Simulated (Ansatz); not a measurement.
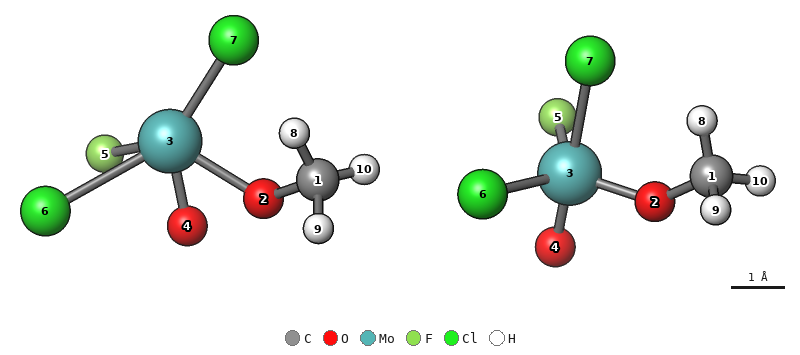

Two geometries of CH₃Cl₂FMoO₂ (coarse preliminary run), drawn at one scale. One is the start of a relaxation, the other its converged end. The picture is a ball-and-stick view, seen at a tilt.

Method: Ansatz 0.2.0, RKS PBE-D4/def2-SVP. (force threshold 0.03 eV/Å; at most 200 steps)

Question: Which of the two is the end point?

Answer: The right one is the relaxed one. The start comes from a force field. The largest move after the best rigid fit is that of F5, 1.22 Å. Largest moves by element: F 1.22 Å, Cl 1.16 Å, O 1.08 Å, Mo 0.69 Å, H 0.44 Å, C 0.14 Å. Some distances before and after: O2–O4 1.648 → 2.611 Å, Mo3–Cl6 2.745 → 2.273 Å, Mo3–F5 2.201 → 1.857 Å, O2–Mo3 2.099 → 1.834 Å. Among the angles between lasting bonds that change: F5–Mo3–Cl6 63.7° → 122.9°, Cl6–Mo3–Cl7 143.9° → 89.0°, O2–Mo3–O4 50.0° → 95.3°. The energy falls by 807.5 kJ/mol in 12 geometry steps. Largest force component: 5.2 eV/Å at the start, 0.013 eV/Å at the end.
